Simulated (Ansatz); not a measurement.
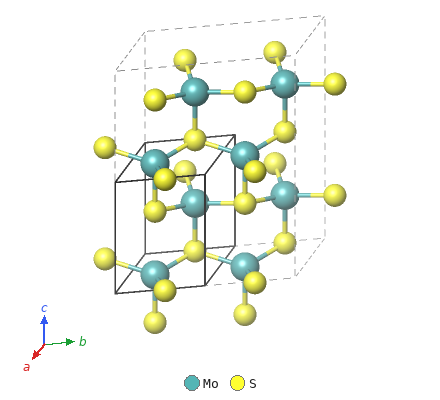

MoS (P6_3mc, No. 186): the end point of a relaxation with Ansatz, DFT PBEsol, scalar-relativistic, plane waves, PAW; the starting structure was generated, so it need not be a known form of this composition.

```xyz
4
Lattice="3.9191 0.0000 0.0000 -1.9596 3.3941 0.0000 0.0000 0.0000 5.3579" Properties=species:S:1:pos:R:3 pbc="T T T"
Mo    1.9596    1.1314    0.1445
Mo    0.0000    2.2627    2.8235
S     1.9596    1.1314    3.2053
S     0.0000    2.2627    0.5263
```

Question: What will a dark-field STEM-like image along [311] show? Simulated incoherent Z contrast: every atom adds Z^1.7 spread by a probe of 0.52 Å full width; channelling and multiple scattering are left out. The probe carries 25 % of its weight in a tail 2.5 times as wide. The display is stretched by a gamma of 0.8; percentages refer to the linear signal. Shot noise was added.

Answer: The columns repeat on an oblique net of 2.13 × 2.90 Å with an angle of 99° (plane group p1). The brightest columns hold 1 Mo per repeat; in falling brightness follow 1 S (about 20 %). Brightness is counted from the darkest point of the image. The closest visible columns (S and Mo) are 0.80 Å apart in projection. Along the beam the structure repeats every 11.67 Å.

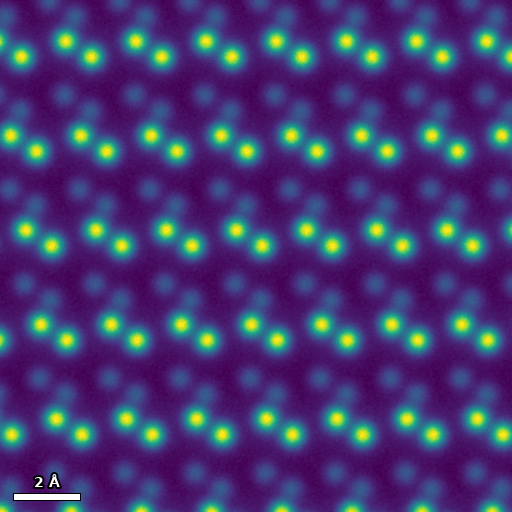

The simulated image.
